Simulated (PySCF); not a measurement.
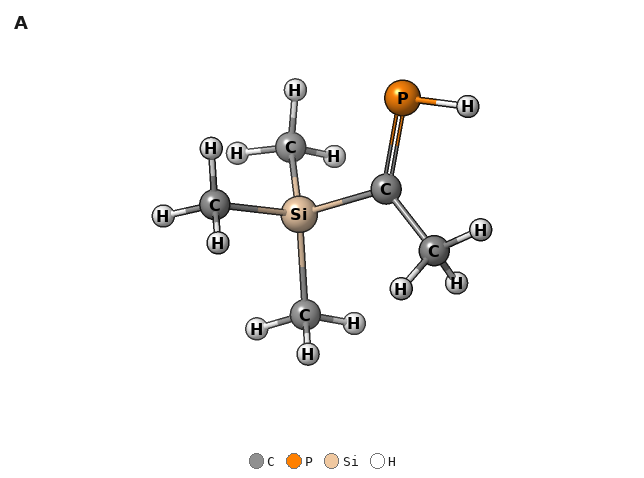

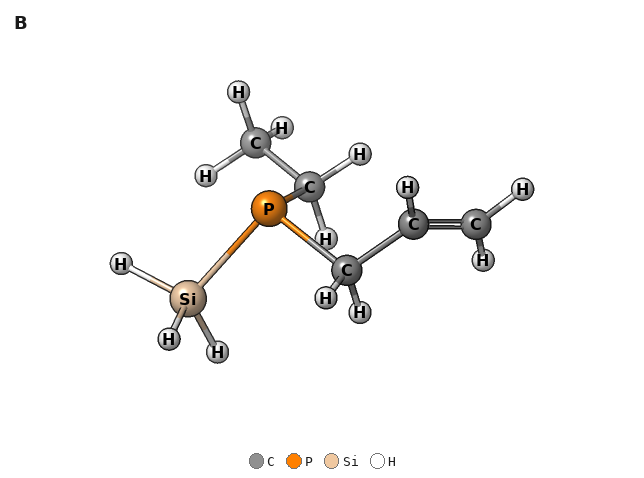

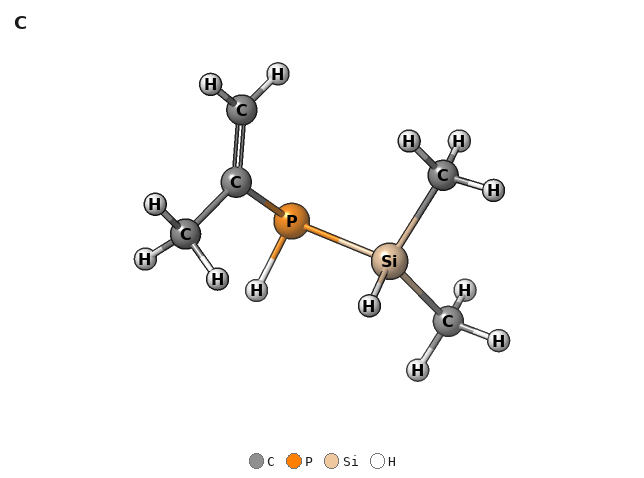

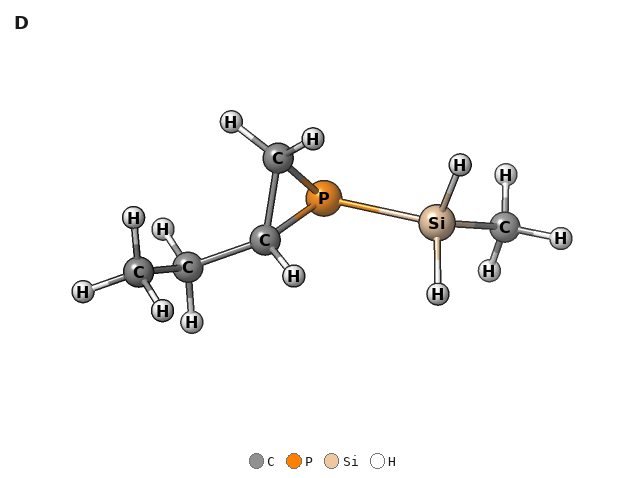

4 stationary structures of one formula. Geometries: GFN2-xTB. Electronic energies: PBE0/pcSseg-1 (PySCF 2.14.0), without zero-point energy. No frequency run is at hand to confirm each as a minimum. Each is one conformer, not always the lowest.

How are they related?

Answer. They are constitutional isomers of C5H13PSi: A `[H]/P=C(\C)[Si](C)(C)C`, B `C=CCP([SiH3])CC`, C `C=C(C)P[SiH](C)C`, D `CC[C@@H]1CP1[SiH2]C`.

Rank them by energy, lowest first.

Answer. A is lowest; C lies 0.115 eV above it, D lies 0.343 eV above it, B lies 0.959 eV above it.

The geometry is semi-empirical. Around P, Si such bond lengths and angles can be off by a tenth of an ångström or more and by several degrees, and values that hang on the shape move with them.
